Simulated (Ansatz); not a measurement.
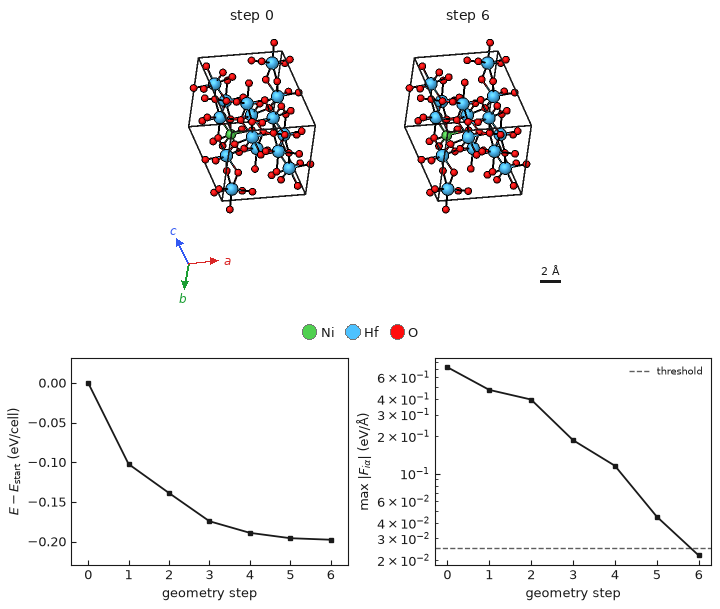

First and last geometry of a relaxation of a defect cell of composition Hf15NiO32, with the history of the run. Style: ball-and-stick. Shown: the cell of the calculation, from a free direction.

Case: Ni on a Hf site (e), charge +0, atoms relaxed at the host's cell.

Method: DFT PBE, scalar-relativistic, plane waves, PAW in Ansatz 0.2.0. Settings: plane-wave cutoff 420 eV; k-point mesh 2 × 2 × 2; occupations gaussian; smearing width 0.01 eV; mesh shifted by (0.5, 0.5, 0.5); collinear spin; atoms relaxed in a fixed cell; force threshold 0.025 eV/Å; at most 45 steps.

Did the run converge, and what did it change?

It converged. The Ni atom moves most: 0.11 Å along [−1 2 −2]. By element the largest moves are Ni 0.11 Å, O 0.07 Å, Hf 0.06 Å. The cell doesn't change. Among the contacts that change: Ni–O 2.052 → 1.897 Å, Ni–O 2.271 → 2.421 Å, Hf–O 2.071 → 2.166 Å, Ni–O 2.267 → 2.357 Å. Among the angles between lasting bonds that change: O–Ni–O 115.4° → 110.3°, O–Ni–O 87.5° → 91.4°, Ni–O–Hf 109.8° → 113.6°. Over 6 geometry steps the energy falls by 0.198 eV per cell of the calculation. The largest force component goes from 0.72 to 0.022 eV/Å.
